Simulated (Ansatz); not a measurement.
**CH5BClN (SMILES CNBCl): B2PLYP/def2-SVP**

What is the vertical ionisation energy of CH5BClN at B2PLYP/def2-SVP? 

The results are computed with Ansatz 0.2.0.

128 further runs of the same task are left out: 128 set aside as unsound or not needed.

## Step 1: The molecule

CH5BClN has 9 atoms, charge 0, and is taken as a singlet. As SMILES, `CNBCl`. The coordinates come from a PBE0-D4/def2-TZVP relaxation. This is one conformer, not always the lowest.

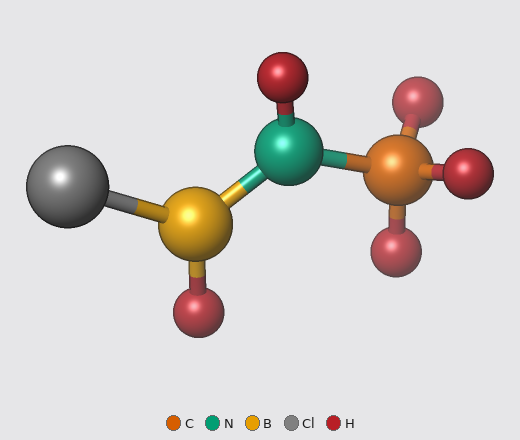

Viewed from a chosen angle; carbon orange, nitrogen teal, boron amber, chlorine grey, hydrogen red.

## Step 2: A single-point energy at B2PLYP/def2-SVP

The input, job.yaml:

```yaml
crystal:
  periodic: [false, false, false]
  atoms:
    - {symbol: C, position_ang: [0.510100, 0.482100, -0.973400]}
    - {symbol: N, position_ang: [-0.407900, -0.226000, -0.111700]}
    - {symbol: B, position_ang: [-0.261100, -0.415200, 1.248200]}
    - {symbol: Cl, position_ang: [-1.495300, -1.314500, 2.144800]}
    - {symbol: H, position_ang: [0.907000, -0.170400, -1.756500]}
    - {symbol: H, position_ang: [0.027900, 1.338900, -1.452800]}
    - {symbol: H, position_ang: [1.346700, 0.849900, -0.380000]}
    - {symbol: H, position_ang: [-1.220500, -0.605500, -0.573900]}
    - {symbol: H, position_ang: [0.681600, 0.014200, 1.838200]}
basis:
  gaussian:
    orbitals: def2-SVP
hamiltonian:
  xc: {name: B2PLYP}
correlation:
  frozen_orbitals: {B: 1, C: 1, Cl: 5, H: 0, "N": 1}
accuracy: high
output:
  orbitals: {seedname: orbitals}
```

The run is started by

```console
$ ansatz run job.yaml --threads 1 --pin off --max-ram 3480MiB --events-out events.jsonl --progress --plain --runs-dir runs
```

The log of the run:

```text
Warning: RAYON_NUM_THREADS=1 ignored (pool sized by the plan → 1); use --threads N
Functional definition: B2PLYP
  name "B2PLYP"
  parameter a = 0.53
  parameter c = 0.27
  exchange = (1 - a)*b88_x + a*exact_x
  correlation = (1 - c)*lyp_c + c*(mp2_os + mp2_ss)
2017 factors; integrals over basis functions are off by at most 8.2e-9 eV
mean field evaluation 1: about -15787.5010 eV, gradient 3.7e1 eV
mean field evaluation 2: about -15787.9453 eV, gradient 3.7e1 eV
mean field evaluation 4: about -15790.8434 eV, gradient 3.9e0 eV
mean field evaluation 8: about -15790.8837 eV, gradient 2.3e-1 eV
mean field evaluation 16: about -15790.8838 eV, gradient 4.0e-5 eV
mean field -15790.88379207 eV, -580.3042759130 hartree, gradient 8.5e-8 eV, S^2 0.000000; 0 other end points of the search recorded, 0 dependent functions left out
8 core orbitals not correlated: weight in the atoms' cores, before any rotation towards them, 1.000 or more for the frozen orbitals, at most 0.000 for the correlated occupied ones
reference -15790.88381586 eV, -580.3042767874 hartree; 12, 12 occupied and 65, 65 virtual orbitals, 2017 factors
second order -17.63108324 eV of doubles, -0.00000000 eV of singles
Total energy: -15795.64420834 eV, -580.4792179842 hartree
```

Wall time 9.9 s (1 thread of Arm Neoverse V2, shared host); peak memory 0.28 GiB.

## Step 3: The doublet cation, same level

The input, run.yaml:

```yaml
crystal:
  periodic: [false, false, false]
  atoms:
    - {symbol: C, position_ang: [0.510100, 0.482100, -0.973400]}
    - {symbol: N, position_ang: [-0.407900, -0.226000, -0.111700]}
    - {symbol: B, position_ang: [-0.261100, -0.415200, 1.248200]}
    - {symbol: Cl, position_ang: [-1.495300, -1.314500, 2.144800]}
    - {symbol: H, position_ang: [0.907000, -0.170400, -1.756500]}
    - {symbol: H, position_ang: [0.027900, 1.338900, -1.452800]}
    - {symbol: H, position_ang: [1.346700, 0.849900, -0.380000]}
    - {symbol: H, position_ang: [-1.220500, -0.605500, -0.573900]}
    - {symbol: H, position_ang: [0.681600, 0.014200, 1.838200]}
basis:
  gaussian:
    orbitals: def2-SVP
output:
  orbitals: {seedname: orbitals}
accuracy: high
hamiltonian:
  xc: {name: B2PLYP}
correlation:
  frozen_orbitals: {B: 1, C: 1, Cl: 5, H: 0, "N": 1}
total_charge: 1
magnetization:
  spin_polarized: true
  initial_magnetization: 1
```

The run is started by

```console
$ ansatz run run.yaml --threads 1 --pin off --max-ram 3480MiB --events-out events.jsonl --progress --plain --runs-dir runs
```

The log of the run, shortened:

```text
Warning: RAYON_NUM_THREADS=1 ignored (pool sized by the plan → 1); use --threads N
[... 2 set-up lines as earlier in the session ...]
[...]
2017 factors; integrals over basis functions are off by at most 8.2e-9 eV
[...]
mean field -15781.22409947 eV, -579.9492887578 hartree, gradient 2.0e-8 eV, S^2 0.768374; 4 other end points of the search recorded, 0 dependent functions left out
8 core orbitals not correlated: weight in the atoms' cores, before any rotation towards them, 1.000 or more for the frozen orbitals, at most 0.000 for the correlated occupied ones
reference -15781.22412342 eV, -579.9492896377 hartree; 12, 11 occupied and 65, 66 virtual orbitals, 2017 factors
second order -16.76827545 eV of doubles, -0.00000000 eV of singles
Total energy: -15785.75155779 eV, -580.1156697820 hartree
```

Run time: 17 s. Hardware: 1 thread of Arm Neoverse V2, shared host; peak memory 0.47 GiB.

## Step 4: What came out

Level: B2PLYP/def2-SVP, 8 core orbitals frozen.

| quantity | value |
| --- | --- |
| singlet CH5BClN: total energy | -580.47922 Eh |
| singlet CH5BClN: HOMO energy (SCF part's orbitals) | -8.82 eV |
| singlet CH5BClN: LUMO energy (SCF part's orbitals) | 2.03 eV |
| singlet CH5BClN: HOMO–LUMO gap (SCF part's orbitals) | 10.86 eV |
| doublet cation: total energy | -580.11567 Eh |
| doublet cation: HOMO energy (SCF part's orbitals) (highest over α and β) | -15.59 eV |
| doublet cation: LUMO energy (SCF part's orbitals) (lowest over α and β) | -10.54 eV |
| doublet cation: ⟨S²⟩ | 0.768 |
| vertical ionisation energy (to the doublet cation) | 9.893 eV |

What this shows: The vertical ionisation energy comes to 9.89 eV (954 kJ/mol). −ε(HOMO) before ionisation, 8.82 eV, is 1.07 eV below this ionisation energy.
